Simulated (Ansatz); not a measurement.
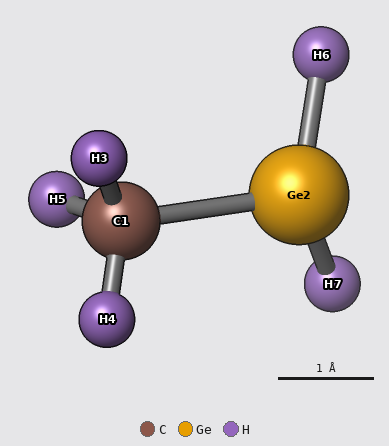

Fig. 1: The input geometry (ball-and-stick view, seen at a tilt; atoms are numbered from 1 in the order of the input). Sticks mark near contacts. Bond lengths as drawn: C–Ge 1.98 Å, C–H 1.09 to 1.10 Å and Ge–H 1.56 Å.

## Run report: CH$_{5}$Ge, frequency calculation

CH$_{5}$Ge, multiplicity 2, SMILES [CH3][GeH2], computed with B3LYP/6-31G*, UKS (Ansatz 0.2.0).

The geometry was optimised with B3LYP/6-31G*. Figures and captions count atoms from 1; the log counts them from 0 in places.

Output
```
Functional definition: B3LYP
  name "B3LYP"
  parameter a0 = 0.2
  parameter ax = 0.72
  parameter ac = 0.81
  exchange = (1 - a0 - ax)*slater_x + ax*b88_x + a0*exact_x
  correlation = (1 - ac)*vwn_rpa_c + ac*lyp_c
684 factors; integrals over basis functions are off by at most 4.1e-4 eV
mean field evaluation 1: about -57625.0812 eV, gradient 3.0e1 eV
mean field evaluation 2: about -57621.5242 eV, gradient 3.8e1 eV
mean field evaluation 4: about -57629.2506 eV, gradient 5.2e-1 eV
mean field evaluation 8: about -57629.2536 eV, gradient 1.0e-2 eV
mean field -57629.25361293 eV, -2117.8360077640 hartree, gradient 3.1e-5 eV, S^2 0.750929; 0 other end points of the search recorded, 0 dependent functions left out
the calculation of the forces begins
reference -57629.25382078 eV, -2117.8360154024 hartree; 22, 21 occupied and 38, 39 virtual orbitals, 684 factors
these checks for a lower state are left out or cut short: stability, starts, cluster_reference, orbital_swaps, neighbouring_geometries, increment
684 factors; integrals over basis functions are off by at most 4.1e-4 eV
mean field evaluation 16: about -57629.2520 eV, gradient 8.6e-2 eV
mean field -57629.25345578 eV, -2117.8360019889 hartree, gradient 2.9e-6 eV, S^2 0.750930; 0 other end points of the search recorded, 0 dependent functions left out
[... from here on the field's lines of each further geometry are left out, up to the last ...]
the calculation of the forces begins
reference -57629.25380970 eV, -2117.8360149951 hartree; 22, 21 occupied and 38, 39 virtual orbitals, 684 factors
these checks for a lower state are left out or cut short: stability, starts, cluster_reference, orbital_swaps, neighbouring_geometries, increment
684 factors; integrals over basis functions are off by at most 4.1e-4 eV
mean field -57629.25360271 eV, -2117.8360073884 hartree, gradient 1.3e-6 eV, S^2 0.750928; 0 other end points of the search recorded, 0 dependent functions left out
the calculation of the forces begins
reference -57629.25381054 eV, -2117.8360150261 hartree; 22, 21 occupied and 38, 39 virtual orbitals, 684 factors
Total energy: -57629.25382078 eV, -2117.8360154024 hartree
Atom 0 at    -0.250674    -0.819925    -0.207768 Å, force    -0.000133    -0.000177    -0.000202 eV/Å
Atom 1 at     0.401686     0.827974     0.680095 Å, force     0.000061    -0.000055    -0.000123 eV/Å
Atom 2 at    -1.160242    -1.177150     0.281092 Å, force     0.000037     0.000325    -0.000116 eV/Å
Atom 3 at     0.511437    -1.601427    -0.159343 Å, force    -0.000053     0.000145     0.000063 eV/Å
Atom 4 at    -0.472264    -0.602305    -1.258261 Å, force     0.000279     0.000007     0.000379 eV/Å
Atom 5 at    -0.672097     1.955871     0.618853 Å, force    -0.000284    -0.000128     0.000180 eV/Å
Atom 6 at     1.703355     1.349061    -0.000367 Å, force     0.000092    -0.000118    -0.000180 eV/Å
Dipole moment:    -0.062756    -0.152577    -0.091101 e Å
Vibrations: 147.18 495.32 533.96 565.85 826.68 855.07 874.30 1288.72 1487.54 1496.07 2019.22 2056.54 3059.33 3142.53 3163.14 cm⁻¹, zero-point energy 1.364536 eV
```

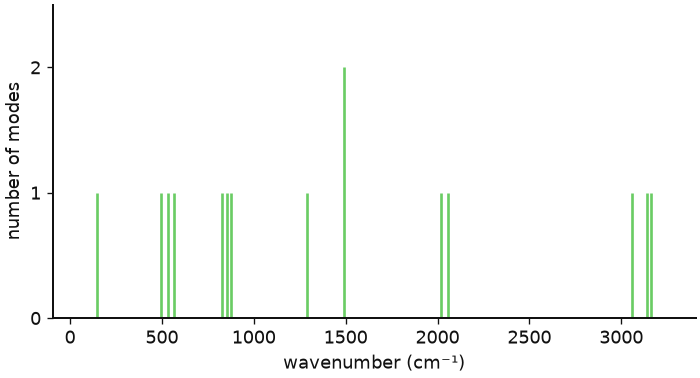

Fig. 2: Harmonic vibrational wavenumbers from the force constants; neighbouring modes closer than 14 cm⁻¹ are counted in one stick. 15 modes from 147 to 3163 cm⁻¹, none imaginary.

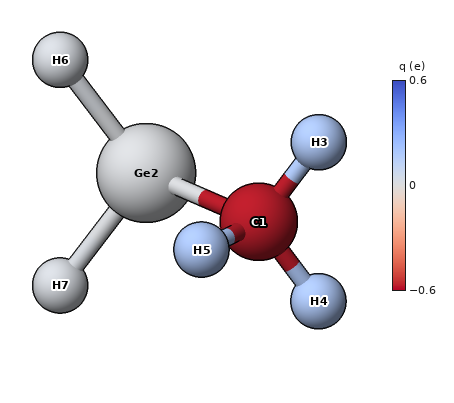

Fig. 3: Mulliken charges, as the colour of each atom (ball-and-stick view, seen at an oblique angle; atoms are numbered from 1 in the order of the input; Mulliken charges depend strongly on the basis). By element: C −0.57, Ge +0.01 and H +0.02 to +0.18 e.

This output came from the following input.

The input
```yaml
crystal:
  periodic: [false, false, false]
  atoms:
    - symbol: C
      position_ang: [-0.250674, -0.819925, -0.207768]
    - symbol: Ge
      position_ang: [0.401686, 0.827974, 0.680095]
    - symbol: H
      position_ang: [-1.160242, -1.177150, 0.281092]
    - symbol: H
      position_ang: [0.511437, -1.601427, -0.159343]
    - symbol: H
      position_ang: [-0.472264, -0.602305, -1.258261]
    - symbol: H
      position_ang: [-0.672097, 1.955871, 0.618853]
    - symbol: H
      position_ang: [1.703355, 1.349061, -0.000367]
basis:
  gaussian: {orbitals: "6-31G*"}
magnetization: {spin_polarized: true, initial_magnetization: 1}
hamiltonian: {xc: {name: B3LYP}}
phonons: {temperatures: {t_min: 298.15, t_max: 298.15, t_step: 1}}
```

Launch command:
```bash
ansatz run molecule.yaml --threads 1 --pin off --max-ram 3480MiB --events-out events.jsonl --progress --plain --runs-dir runs
```

Results in brief

| quantity | value |
| --- | --- |
| outcome | converged |
| total energy | −2117.836015 hartree |
| basis functions | 60 |
| largest force | 0.000 eV/Å |
| ⟨S²⟩ | 0.751 |
| zero-point energy | 0.050146 hartree |
| dipole moment | 0.91 D |
| wavenumbers, lowest and highest | 147 and 3163 cm⁻¹ |
| hardware | 1 thread of AMD EPYC (Zen 5), 16 GiB of memory available, shared host |
| wall time | 37 s |
| peak memory | 0.17 GiB |
